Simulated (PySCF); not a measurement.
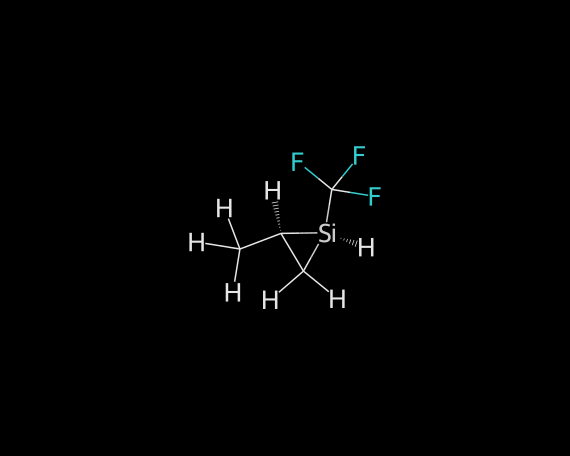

2D structure.

Give its SMILES.

Answer. C[C@@H]1C[Si@@H]1C(F)(F)F

What is the molecular formula?

Answer. C4H7F3Si.

An optimisation with PBE0-D3(BJ)/def2-SVP gave a structure of which point group?

Answer. C1.

More results for the same structure follow; atom numbers are the same in all pictures, views and colours differ. The geometry was computed by an optimisation with PBE0-D3(BJ)/def2-SVP. No frequency run is at hand to confirm it as a minimum.

**Shape**

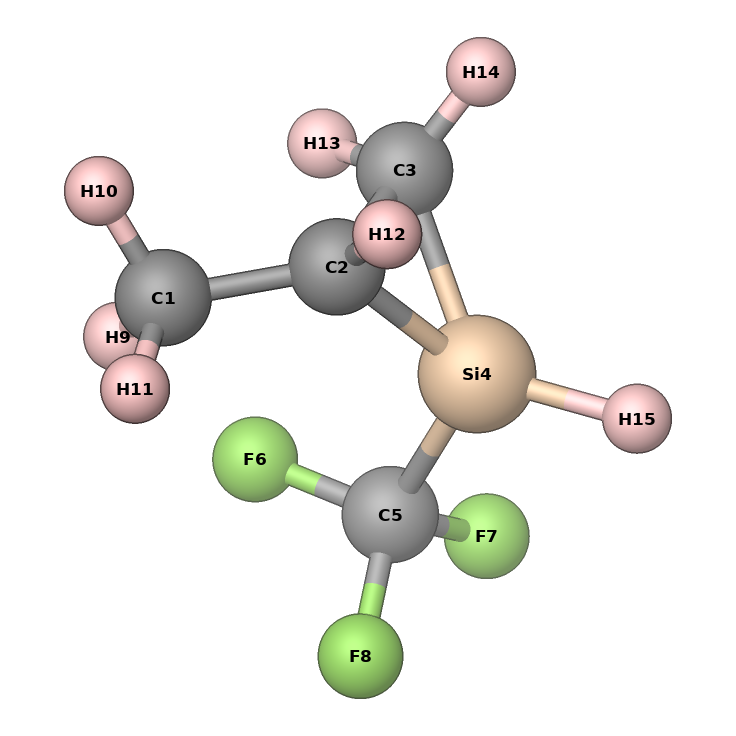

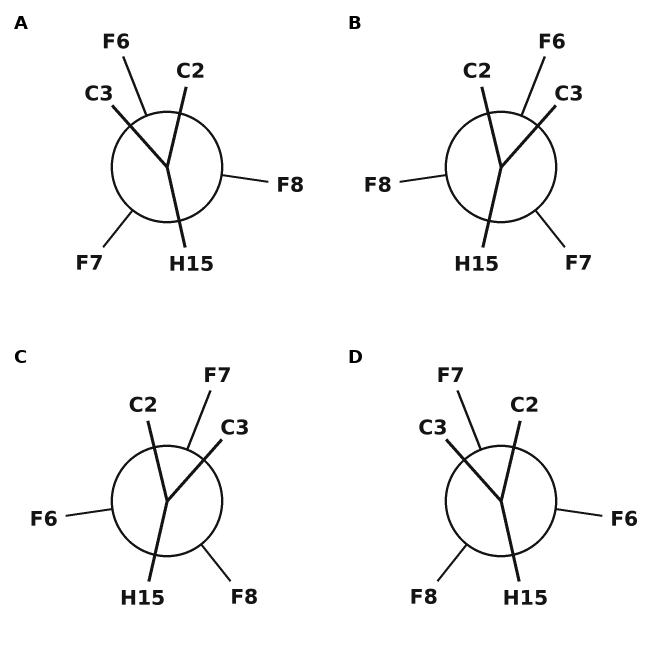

Atoms fade into the background with distance from the viewer. Bonds that would overlap in a projection are set slightly apart. No frequency run is at hand to confirm it as a minimum.

Which Newman projection shows the view along Si4–C5, with Si4 in front?

Answer. B. The torsion angle C2–Si4–C5–F6 is 35°, synclinal (gauche).

**Ring current**

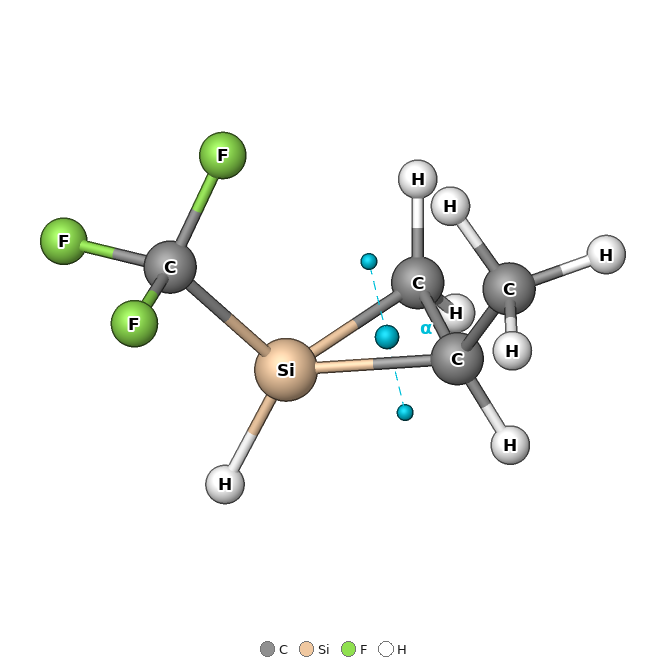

The small points mark where nucleus-independent chemical shifts (NICS) were computed: at the centre of each lettered ring and 1 Å above and below it. No frequency run is at hand to confirm it as a minimum. Properties computed with GIAO PBE0/pcSseg-1 NMR shielding, non-relativistic, IEF-PCM benzene (PySCF 2.14.0).

Give NICS(0), NICS(1) and the out-of-plane component NICS(1)zz for each ring (means of the two sides).

| ring | members | NICS(0) | NICS(1) | NICS(1)zz |
| --- | --- | --- | --- | --- |
| α | C2Si | −27.2 | −7.8 | −16.3 |

Values in ppm.

**Charges**

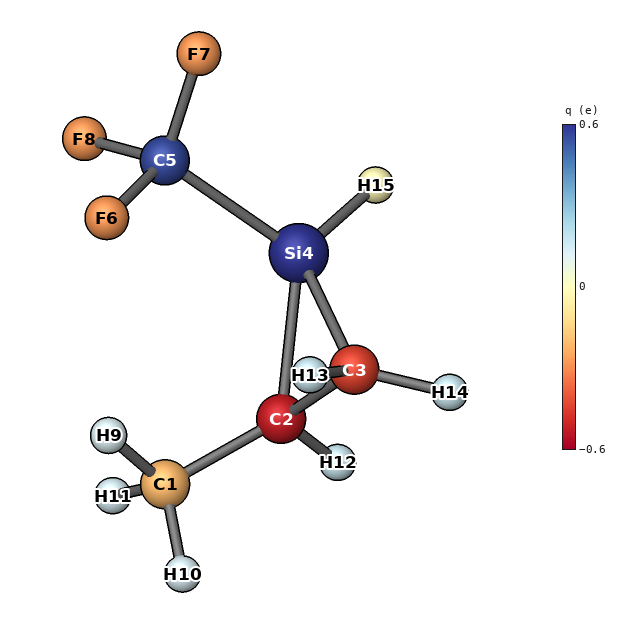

Atoms are coloured by their Mulliken charges. No frequency run is at hand to confirm it as a minimum. Properties computed with PBE0/pcSseg-1 in benzene (IEF-PCM) (PySCF 2.14.0).

Give the Mulliken charges atom by atom.

| atom | value (e) |
| --- | --- |
| C1 | −0.21 |
| C2 | −0.52 |
| C3 | −0.44 |
| Si4 | 0.60 |
| C5 | 0.55 |
| F6 | −0.28 |
| F7 | −0.27 |
| F8 | −0.27 |
| H9 | 0.12 |
| H10 | 0.12 |
| H11 | 0.13 |
| H12 | 0.16 |
| H13 | 0.16 |
| H14 | 0.16 |
| H15 | −0.02 |

**Polarisability**

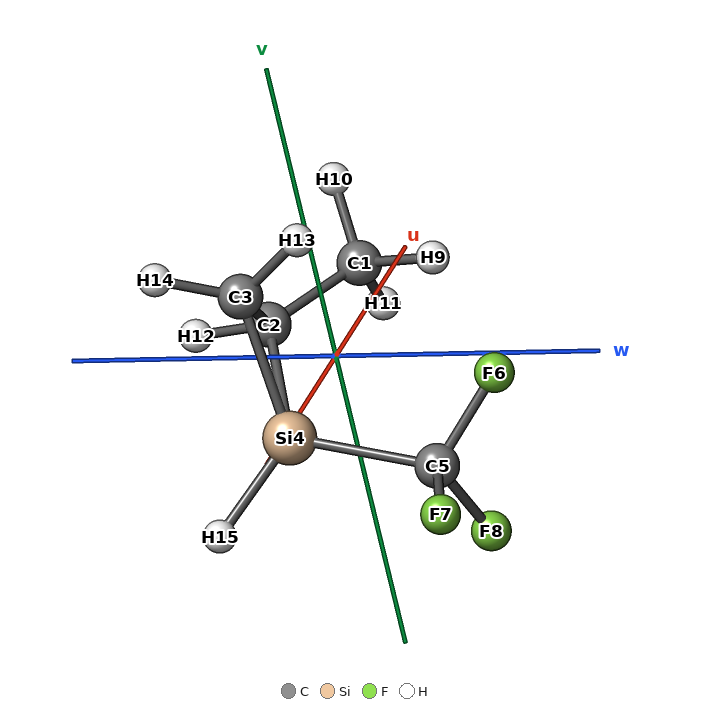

The lines u, v and w are the principal axes of the static dipole polarisability. No frequency run is at hand to confirm it as a minimum. Computed with CAM-B3LYP/def2-SVPD (PySCF 2.14.0).

Along which axis is the molecule most polarisable, and along which least?

Answer. Most along v, least along u.

Give the three principal values.

Answer. u 68.1, v 89.7, w 73.1 bohr³; mean 76.9, anisotropy 19.6 bohr³.

**NMR shielding**

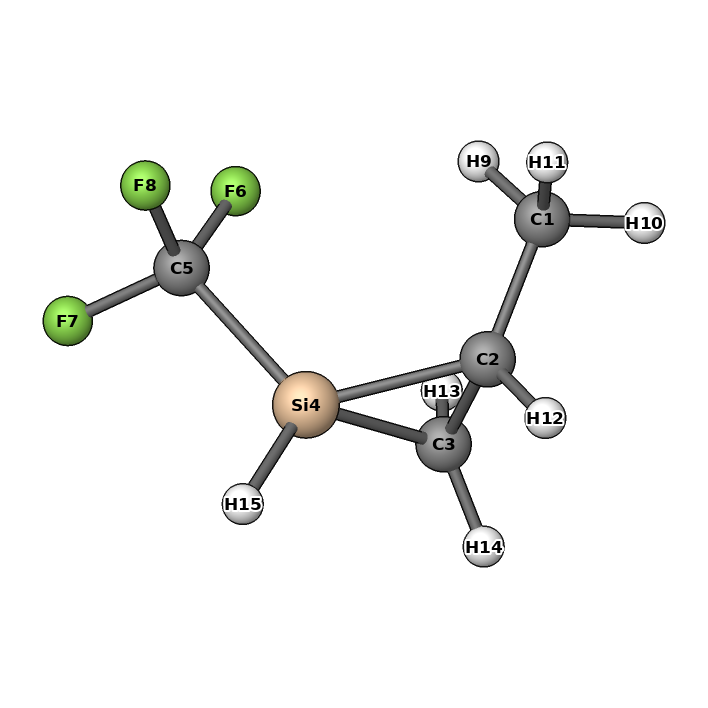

The questions are on isotropic NMR shieldings of the F atoms. No frequency run is at hand to confirm it as a minimum. Method: GIAO PBE0/pcSseg-1 NMR shielding, non-relativistic, IEF-PCM benzene (PySCF 2.14.0).

Give the isotropic NMR shieldings of the F atoms atom by atom.

```tsv
atom	σ (ppm)
F6	244.8
F7	237.0
F8	240.4
```

Mulliken values depend strongly on the basis set and can even reverse the polarity of a bond.
